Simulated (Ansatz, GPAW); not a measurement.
# A 5-layer slab of Ca(110) in an electric field, part 2 of 3

How does a 5-layer slab of Ca(110) screen a perpendicular field?

GPAW 26.7.0 and Ansatz 0.2.0; Ansatz plane waves; slab in vacuum with a dipole correction, relaxation; PAW set soft_1 (the session's first sound run).

So far, dipole along the normal (e·Å): step 2 (relaxation) -7.6e-4.

**3. Plane waves, PBE**

With the geometry fixed, the planar mean of the potential gives the vacuum level on each side.

This step: GPAW, PAW setups; slab in vacuum (GPAW 26.7.0).

Input file run.py:

```python
import json
import numpy as np
from ase import Atoms
from gpaw import GPAW, PW

slab = Atoms(
    ['Ca', 'Ca', 'Ca', 'Ca', 'Ca'],
    positions=[
        [0.00000, 0.00000, 8.00000],
        [2.79000, 1.97283, 9.97283],
        [0.00000, -0.00000, 11.86364],
        [2.79000, 1.97283, 13.79838],
        [0.00000, -0.00000, 15.67198]],
    cell=[[5.58, 0.0, 0.0], [0.0, 3.94566, 0.0], [0.0, 0.0, 23.89131]],
    pbc=[True, True, False])

slab.calc = GPAW(mode=PW(400), xc='PBE', kpts={'size': (6, 8, 1), 'gamma': True},
                 occupations={'name': 'fermi-dirac', 'width': 0.1}, nbands='160%',
                 convergence={'density': 1e-05}, maxiter=200,
                 poissonsolver={'dipolelayer': 'xy'},
                 symmetry={'tolerance': 1e-3}, txt='slab.txt')
result = {}
energy = slab.get_potential_energy()
fermi = slab.calc.get_fermi_level()
v = slab.calc.get_electrostatic_potential().mean((0, 1)) - fermi
n = slab.calc.get_pseudo_density().mean((0, 1))
L = slab.cell[2, 2]
z = np.arange(len(v)) * L / len(v)
low, high = slab.positions[:, 2].min(), slab.positions[:, 2].max()
below, above = np.interp([low - 5.8, high + 5.8], z, v)
slopes = [np.interp(x, z, np.gradient(v, z)) for x in (low - 5.8, high + 5.8)]
eps = np.array([[slab.calc.get_eigenvalues(k, s) for k in range(len(slab.calc.get_ibz_k_points()))]
                for s in range(slab.calc.get_number_of_spins())]) - fermi
top, bottom = eps[eps < 0].max(), eps[eps > 0].min()
dipole = slab.get_dipole_moment()[2]
print(f'energy {energy:.4f} eV, Fermi level {fermi:.4f} eV, dipole {dipole:.5f} e A')
print(f'potential 5.8 A off the faces, from the Fermi level: lower {below:.4f} eV, upper {above:.4f} eV')
print(f'slope of the potential there: lower {slopes[0]:.5f}, upper {slopes[1]:.5f} eV/A')
print(f'nearest levels on the mesh: {top:.4f} and {bottom:.4f} eV')
print('magnetic moment', round(slab.get_magnetic_moment(), 3))
result.update(energy=energy, fermi=fermi, dipole=dipole, below=below, above=above, slopes=slopes, edges=[top, bottom],
              z=z.tolist(), v=v.tolist(), n=n.tolist(), positions=slab.positions.tolist(),
              forces=slab.get_forces(apply_constraint=False).tolist(), moments=slab.get_magnetic_moments().tolist())
json.dump(result, open('result.json', 'w'))
```

Command:

```sh
OMP_NUM_THREADS=1 OPENBLAS_NUM_THREADS=1 python run.py
```

What it wrote:

```text
energy -8.5923 eV, Fermi level -0.2441 eV, dipole -0.00087 e A
potential 5.8 A off the faces, from the Fermi level: lower 2.8262 eV, upper 2.8333 eV
slope of the potential there: lower -0.00070, upper 0.00066 eV/A
nearest levels on the mesh: -0.0092 and 0.0220 eV
magnetic moment 0.0
```

Wall time 3.4 min (1 thread of Intel Xeon Platinum 8488C (Sapphire Rapids), shared host); peak memory 0.39 GiB.

Numbers from this step:

```
dipole along the normal                    : -8.69e-4 e·Å
levels nearest the Fermi level on the mesh : -0.009176, 0.02199 eV from the Fermi level
upper work function                        : 2.833 eV
lower work function                        : 2.826 eV
```

The electrostatic potential energy of an electron (without an applied field's), less the Fermi level, planar mean oscillates, so the rows of the table below give means over windows of 1.92 Å about each position, cut where the curve ends. Its maxima inside the range that stand out by 2 % of the span (Å: eV): 9.0: -0.991, 10.9: -1.17, 12.8: -0.958, 14.7: -1.38. Its minima: 8.0: -6.49, 10.0: -6.16, 11.8: -6.29, 13.8: -6.19, 15.7: -6.54.

Electrostatic potential energy of an electron (without an applied field's), less the Fermi level, planar mean against z; means over each step:

| z (Å) | electrostatic potential energy of an electron (without an applied field's), less the Fermi level, planar mean (eV) |
| --- | --- |
| 0.96 | 2.83 |
| 2.88 | 2.82 |
| 4.80 | 2.74 |
| 6.72 | 0.660 |
| 8.64 | -3.31 |
| 10.56 | -3.39 |
| 12.48 | -3.26 |
| 14.40 | -3.55 |
| 16.32 | -2.00 |
| 18.24 | 2.58 |
| 20.16 | 2.83 |
| 22.08 | 2.83 |

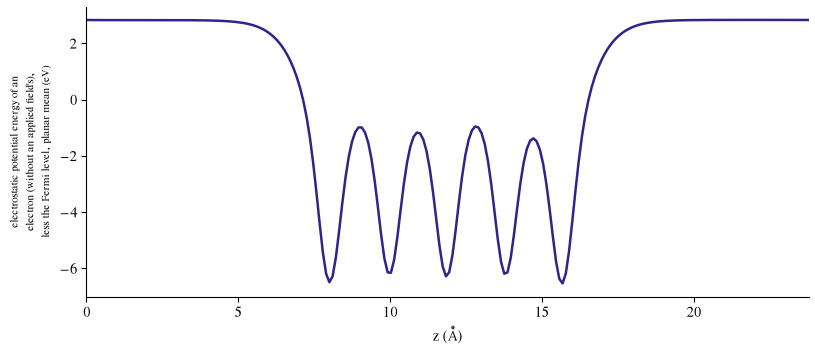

Electrostatic potential energy of an electron (without an applied field's), less the Fermi level, planar mean against z.

The pseudo valence density, planar mean oscillates, so the rows of the table below give means over windows of 1.92 Å about each position, cut where the curve ends. Its maxima inside the range that stand out by 2 % of the span (Å: e/Å³): 8.1: 0.418, 10.0: 0.445, 11.9: 0.436, 13.9: 0.443, 15.6: 0.422. Its minima: 9.0: 0.0812, 10.9: 0.0903, 12.8: 0.0854, 14.7: 0.0928.

The pseudo valence density, planar mean by z; means over each step:

| z (Å) | pseudo valence density, planar mean (e/Å³) |
| --- | --- |
| 0.96 | 1.2e-6 |
| 2.88 | 4.7e-5 |
| 4.80 | 0.00146 |
| 6.72 | 0.0556 |
| 8.64 | 0.226 |
| 10.56 | 0.241 |
| 12.48 | 0.235 |
| 14.40 | 0.243 |
| 16.32 | 0.178 |
| 18.24 | 0.00393 |
| 20.16 | 1.5e-4 |
| 22.08 | 3.9e-6 |

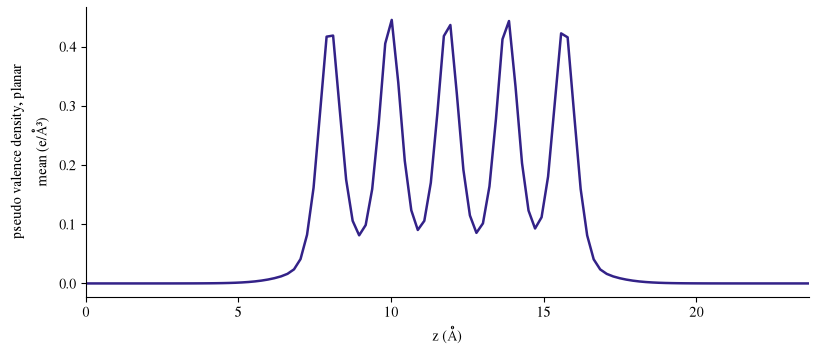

Pseudo valence density, planar mean against z.

Force by atom:

| atom | x (eV/Å) | y (eV/Å) | z (eV/Å) | size |
| --- | --- | --- | --- | --- |
| Ca1 | 0.0000 | 0.0000 | 0.0734 | 0.0734 |
| Ca2 | 0.0000 | 0.0000 | -0.0925 | 0.0925 |
| Ca3 | 0.0000 | 0.0000 | -0.0046 | 0.0046 |
| Ca4 | 0.0000 | 0.0000 | 0.0072 | 0.0072 |
| Ca5 | 0.0000 | 0.0000 | 0.0156 | 0.0156 |

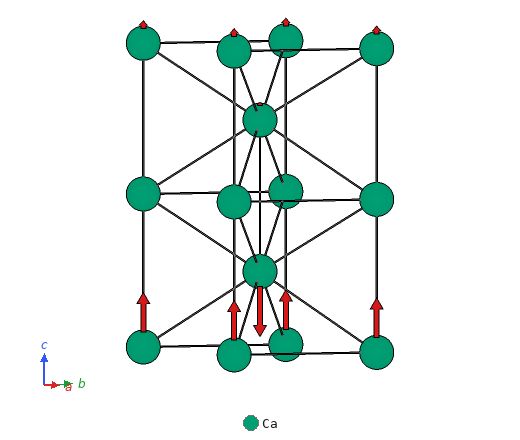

Force as arrows, the longest 0.0925 eV/Å. Some periodic images of atoms are drawn too.

The potential is flat to 7.0e-4 eV/Å where it is read, so the vacuum is wide enough. The geometry is the other program's minimum; here the largest force on a free atom is 0.016 eV/Å.

**4. In a field**

A uniform field along the normal polarises the slab; the atoms stay fixed, so this is the electronic response alone.

run.py: that of step 3 with these lines changed.

```diff
@@ -4,2 +4,3 @@
 from gpaw import GPAW, PW
+from gpaw.external import ConstantElectricField
 
@@ -20,2 +21,3 @@
                  poissonsolver={'dipolelayer': 'xy'},
+                 external=ConstantElectricField(-0.2, [0, 0, 1]),
                  symmetry={'tolerance': 1e-3}, txt='slab.txt')
```

What it wrote:

```text
energy -8.6227 eV, Fermi level -0.2420 eV, dipole -0.30343 e A
potential 5.8 A off the faces, from the Fermi level: lower 1.5792 eV, upper 4.0723 eV
slope of the potential there: lower -0.00033, upper 0.00160 eV/A
nearest levels on the mesh: -0.0094 and 0.0220 eV
magnetic moment 0.0
```

It took 3.2 min on 1 thread; peak memory 0.44 GiB.

Numbers from this step:

```
dipole along the normal                                         : -0.3034 e·Å
levels nearest the Fermi level on the mesh                      : -0.009415, 0.02201 eV from the Fermi level
potential below the slab, the applied field's own ramp left out : 1.579 eV from the Fermi level
potential above the slab, the applied field's own ramp left out : 4.072 eV from the Fermi level
```

The electrostatic potential energy of an electron (without an applied field's), less the Fermi level, planar mean oscillates, so the rows of the table below give means over windows of 1.92 Å about each position, cut where the curve ends. Its maxima inside the range that stand out by 2 % of the span (Å: eV): 9.1: -1.56, 10.9: -1.39, 12.8: -0.787, 14.7: -0.829, 23.4: 4.07. Its minima: 8.0: -7.29, 9.9: -6.55, 11.8: -6.31, 13.8: -5.83, 15.7: -5.79.

The electrostatic potential energy of an electron (without an applied field's), less the Fermi level, planar mean by z; means over each step:

| z (Å) | electrostatic potential energy of an electron (without an applied field's), less the Fermi level, planar mean (eV) |
| --- | --- |
| 0.96 | 1.70 |
| 2.88 | 1.58 |
| 4.80 | 1.52 |
| 6.72 | -0.393 |
| 8.64 | -3.97 |
| 10.56 | -3.66 |
| 12.48 | -3.15 |
| 14.40 | -3.06 |
| 16.32 | -1.11 |
| 18.24 | 3.76 |
| 20.16 | 4.06 |
| 22.08 | 4.07 |

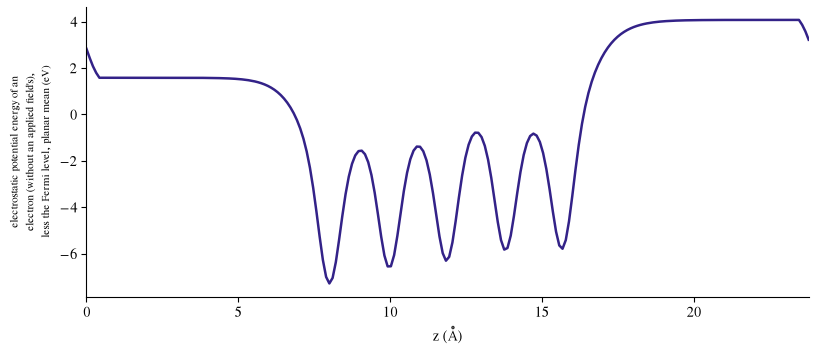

Electrostatic potential energy of an electron (without an applied field's), less the Fermi level, planar mean against z.

Force by atom:

| atom | x (eV/Å) | y (eV/Å) | z (eV/Å) | size |
| --- | --- | --- | --- | --- |
| Ca1 | 0.0000 | 0.0000 | 0.0696 | 0.0696 |
| Ca2 | 0.0000 | 0.0000 | -0.0909 | 0.0909 |
| Ca3 | 0.0000 | 0.0000 | -0.0039 | 0.0039 |
| Ca4 | 0.0000 | 0.0000 | 0.0088 | 0.0088 |
| Ca5 | 0.0000 | 0.0000 | 0.0159 | 0.0159 |

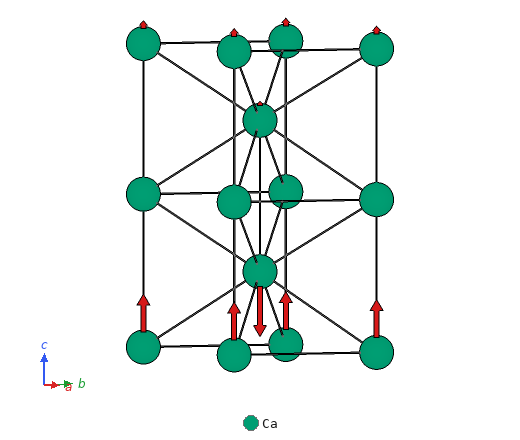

Force as arrows, the longest 0.0909 eV/Å. Some periodic images of atoms are drawn too.

The dipole is now -0.303 e Å, against -8.7e-4 in the run without a field.

**5. In a field**

run.py: that of step 4 with these lines changed.

```diff
@@ -21,3 +21,3 @@
                  poissonsolver={'dipolelayer': 'xy'},
-                 external=ConstantElectricField(-0.2, [0, 0, 1]),
+                 external=ConstantElectricField(-0.1, [0, 0, 1]),
                  symmetry={'tolerance': 1e-3}, txt='slab.txt')
```

What it wrote:

```text
energy -8.5999 eV, Fermi level -0.2408 eV, dipole -0.15196 e A
potential 5.8 A off the faces, from the Fermi level: lower 2.1986 eV, upper 3.4472 eV
slope of the potential there: lower -0.00047, upper 0.00102 eV/A
nearest levels on the mesh: -0.0093 and 0.0220 eV
magnetic moment 0.0
```

It took 3.1 min on 1 thread; peak memory 0.44 GiB.

Numbers from this step:

| Item | Value |
| --- | --- |
| dipole along the normal | -0.1520 e·Å |
| levels nearest the Fermi level on the mesh | -0.009306, 0.02199 eV from the Fermi level |
| potential below the slab, the applied field's own ramp left out | 2.199 eV from the Fermi level |
| potential above the slab, the applied field's own ramp left out | 3.447 eV from the Fermi level |

The electrostatic potential energy of an electron (without an applied field's), less the Fermi level, planar mean oscillates, so the rows of the table below give means over windows of 1.92 Å about each position, cut where the curve ends. Its maxima inside the range that stand out by 2 % of the span (Å: eV): 9.1: -1.28, 10.9: -1.28, 12.8: -0.873, 14.7: -1.10, 23.4: 3.45. Its minima: 8.0: -6.89, 10.0: -6.35, 11.8: -6.30, 13.8: -6.01, 15.7: -6.16.

Table of electrostatic potential energy of an electron (without an applied field's), less the Fermi level, planar mean by z; means over each step:

| z (Å) | electrostatic potential energy of an electron (without an applied field's), less the Fermi level, planar mean (eV) |
| --- | --- |
| 0.96 | 2.26 |
| 2.88 | 2.20 |
| 4.80 | 2.13 |
| 6.72 | 0.133 |
| 8.64 | -3.64 |
| 10.56 | -3.53 |
| 12.48 | -3.21 |
| 14.40 | -3.31 |
| 16.32 | -1.56 |
| 18.24 | 3.17 |
| 20.16 | 3.44 |
| 22.08 | 3.45 |

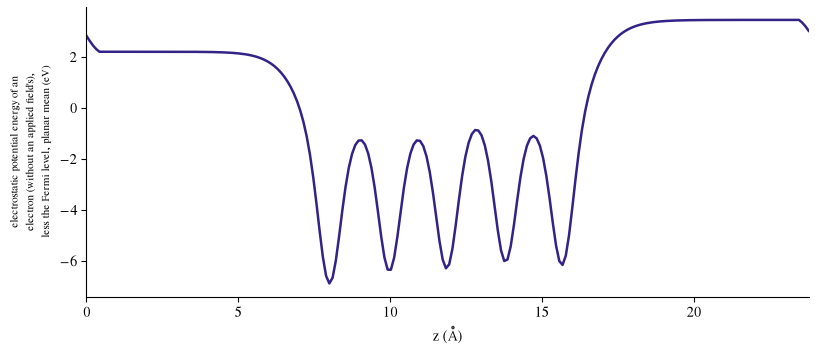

Electrostatic potential energy of an electron (without an applied field's), less the Fermi level, planar mean, plotted against z.

Force by atom:

| atom | x (eV/Å) | y (eV/Å) | z (eV/Å) | size |
| --- | --- | --- | --- | --- |
| Ca1 | 0.0000 | 0.0000 | 0.0721 | 0.0721 |
| Ca2 | 0.0000 | 0.0000 | -0.0920 | 0.0920 |
| Ca3 | 0.0000 | 0.0000 | -0.0043 | 0.0043 |
| Ca4 | 0.0000 | 0.0000 | 0.0080 | 0.0080 |
| Ca5 | 0.0000 | 0.0000 | 0.0150 | 0.0150 |

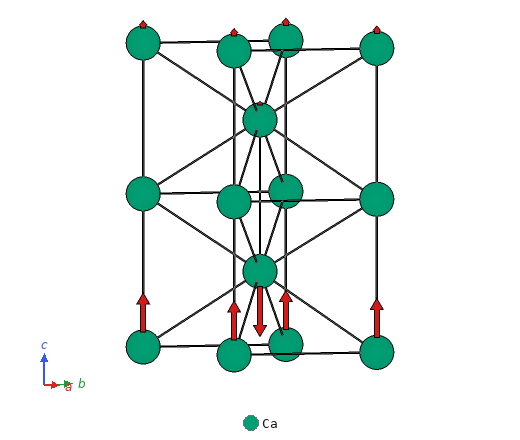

Force as arrows, the longest 0.0920 eV/Å. Some periodic images of atoms are drawn too.

The dipole is now -0.152 e Å, against -8.7e-4 in the run without a field.

**6. Field on**

run.py: that of step 5 with these lines changed.

```diff
@@ -21,3 +21,3 @@
                  poissonsolver={'dipolelayer': 'xy'},
-                 external=ConstantElectricField(-0.1, [0, 0, 1]),
+                 external=ConstantElectricField(-0.05, [0, 0, 1]),
                  symmetry={'tolerance': 1e-3}, txt='slab.txt')
```

What it wrote:

```text
energy -8.5942 eV, Fermi level -0.2419 eV, dipole -0.07641 e A
potential 5.8 A off the faces, from the Fermi level: lower 2.5112 eV, upper 3.1391 eV
slope of the potential there: lower -0.00058, upper 0.00082 eV/A
nearest levels on the mesh: -0.0093 and 0.0220 eV
magnetic moment 0.0
```

Wall time 3.7 min (1 thread); peak memory 0.44 GiB.

**7. Field on**

run.py: that of step 6 with these lines changed.

```diff
@@ -21,3 +21,3 @@
                  poissonsolver={'dipolelayer': 'xy'},
-                 external=ConstantElectricField(-0.05, [0, 0, 1]),
+                 external=ConstantElectricField(0.05, [0, 0, 1]),
                  symmetry={'tolerance': 1e-3}, txt='slab.txt')
```

What it wrote:

```text
energy -8.5941 eV, Fermi level -0.2475 eV, dipole 0.07466 e A
potential 5.8 A off the faces, from the Fermi level: lower 3.1435 eV, upper 2.5300 eV
slope of the potential there: lower -0.00087, upper 0.00054 eV/A
nearest levels on the mesh: -0.0091 and 0.0220 eV
magnetic moment 0.0
```

Elapsed: 3.5 min, on 1 thread; peak memory 0.44 GiB.

The electrostatic potential energy of an electron (without an applied field's), less the Fermi level, planar mean oscillates, so the rows of the table below give means over windows of 1.92 Å about each position, cut where the curve ends. Its maxima inside the range that stand out by 2 % of the span (Å: eV): 0.5: 3.14, 9.0: -0.843, 10.9: -1.12, 12.8: -1.00, 14.7: -1.52. Its minima: 8.0: -6.30, 10.0: -6.06, 11.8: -6.28, 13.8: -6.29, 15.7: -6.73.

Electrostatic potential energy of an electron (without an applied field's), less the Fermi level, planar mean against z; means over each step:

| z (Å) | electrostatic potential energy of an electron (without an applied field's), less the Fermi level, planar mean (eV) |
| --- | --- |
| 0.96 | 3.11 |
| 2.88 | 3.14 |
| 4.80 | 3.05 |
| 6.72 | 0.924 |
| 8.64 | -3.15 |
| 10.56 | -3.32 |
| 12.48 | -3.29 |
| 14.40 | -3.68 |
| 16.32 | -2.23 |
| 18.24 | 2.29 |
| 20.16 | 2.52 |
| 22.08 | 2.53 |

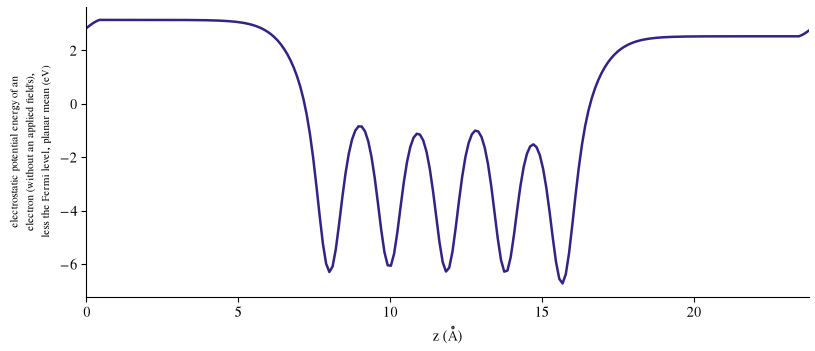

Electrostatic potential energy of an electron (without an applied field's), less the Fermi level, planar mean, plotted against z.

**8. Field on**

run.py: that of step 7 with these lines changed.

```diff
@@ -21,3 +21,3 @@
                  poissonsolver={'dipolelayer': 'xy'},
-                 external=ConstantElectricField(0.05, [0, 0, 1]),
+                 external=ConstantElectricField(0.1, [0, 0, 1]),
                  symmetry={'tolerance': 1e-3}, txt='slab.txt')
```

What it wrote:

```text
energy -8.5998 eV, Fermi level -0.2520 eV, dipole 0.15026 e A
potential 5.8 A off the faces, from the Fermi level: lower 3.4635 eV, upper 2.2289 eV
slope of the potential there: lower -0.00107, upper 0.00044 eV/A
nearest levels on the mesh: -0.0090 and 0.0220 eV
magnetic moment 0.0
```

Run time: 3.2 min. Hardware: 1 thread; peak memory 0.44 GiB.

The electrostatic potential energy of an electron (without an applied field's), less the Fermi level, planar mean oscillates, so the rows of the table below give means over windows of 1.92 Å about each position, cut where the curve ends. Its maxima inside the range that stand out by 2 % of the span (Å: eV): 0.5: 3.46, 9.0: -0.695, 10.9: -1.07, 12.8: -1.04, 14.7: -1.65. Its minima: 8.0: -6.10, 10.0: -5.97, 11.8: -6.27, 13.8: -6.38, 15.7: -6.91.

Table of electrostatic potential energy of an electron (without an applied field's), less the Fermi level, planar mean by z; means over each step:

| z (Å) | electrostatic potential energy of an electron (without an applied field's), less the Fermi level, planar mean (eV) |
| --- | --- |
| 0.96 | 3.40 |
| 2.88 | 3.46 |
| 4.80 | 3.37 |
| 6.72 | 1.19 |
| 8.64 | -2.98 |
| 10.56 | -3.25 |
| 12.48 | -3.31 |
| 14.40 | -3.80 |
| 16.32 | -2.45 |
| 18.24 | 2.00 |
| 20.16 | 2.22 |
| 22.08 | 2.23 |

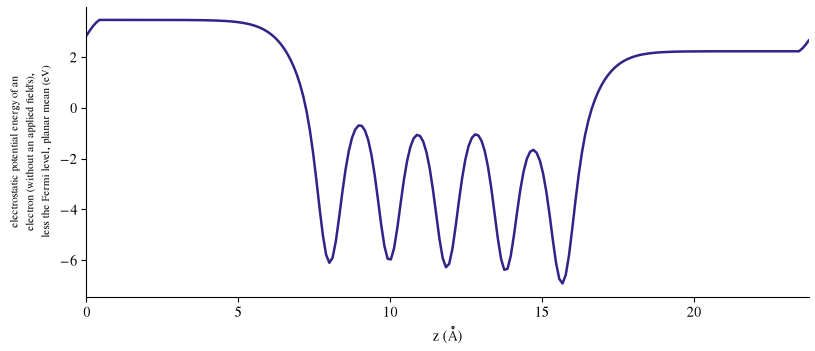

Electrostatic potential energy of an electron (without an applied field's), less the Fermi level, planar mean against z.

The dipole is now 0.150 e Å, against -8.7e-4 in the run without a field.

**9. Field on**

run.py: that of step 8 with these lines changed.

```diff
@@ -21,3 +21,3 @@
                  poissonsolver={'dipolelayer': 'xy'},
-                 external=ConstantElectricField(0.1, [0, 0, 1]),
+                 external=ConstantElectricField(0.2, [0, 0, 1]),
                  symmetry={'tolerance': 1e-3}, txt='slab.txt')
```

What it wrote:

```text
energy -8.6223 eV, Fermi level -0.2644 eV, dipole 0.30171 e A
potential 5.8 A off the faces, from the Fermi level: lower 4.1119 eV, upper 1.6329 eV
slope of the potential there: lower -0.00164, upper 0.00029 eV/A
nearest levels on the mesh: -0.0088 and 0.0221 eV
magnetic moment 0.0
```

The job ended after 3.1 min (1 thread; peak memory 0.44 GiB).

The electrostatic potential energy of an electron (without an applied field's), less the Fermi level, planar mean oscillates, so the rows of the table below give means over windows of 1.92 Å about each position, cut where the curve ends. Its maxima inside the range that stand out by 2 % of the span (Å: eV): 0.5: 4.11, 9.0: -0.398, 10.9: -0.958, 12.8: -1.13, 14.7: -1.93. Its minima: 8.0: -5.71, 10.0: -5.77, 11.8: -6.26, 13.8: -6.56, 15.7: -7.29.

Electrostatic potential energy of an electron (without an applied field's), less the Fermi level, planar mean against z; means over each step:

| z (Å) | electrostatic potential energy of an electron (without an applied field's), less the Fermi level, planar mean (eV) |
| --- | --- |
| 0.96 | 3.99 |
| 2.88 | 4.11 |
| 4.80 | 4.00 |
| 6.72 | 1.72 |
| 8.64 | -2.65 |
| 10.56 | -3.11 |
| 12.48 | -3.37 |
| 14.40 | -4.04 |
| 16.32 | -2.89 |
| 18.24 | 1.43 |
| 20.16 | 1.63 |
| 22.08 | 1.63 |

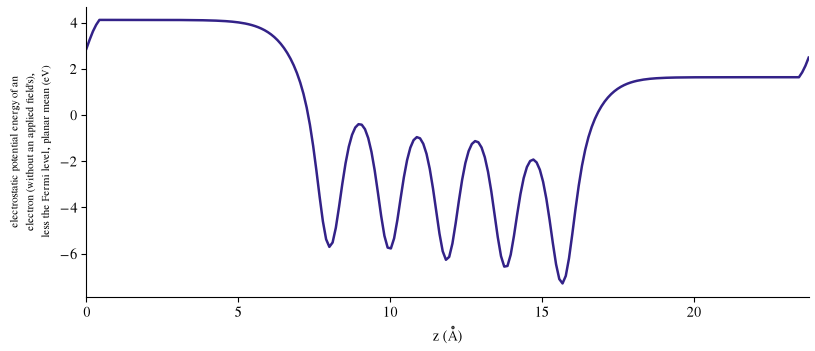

Electrostatic potential energy of an electron (without an applied field's), less the Fermi level, planar mean against z.

The dipole is now 0.302 e Å, against -8.7e-4 in the run without a field.

(Continued in part 3 of 3.)

[Logs are printed without paths, hosts, clocks, repeated set-up lines and the standing remarks that a program may print on its own settings, such as how far it seeks lower states.]

[Hosts, paths, dates, database ids (printed as entryN), source tags and the programs' standing remarks are cut or masked in the printed files.]
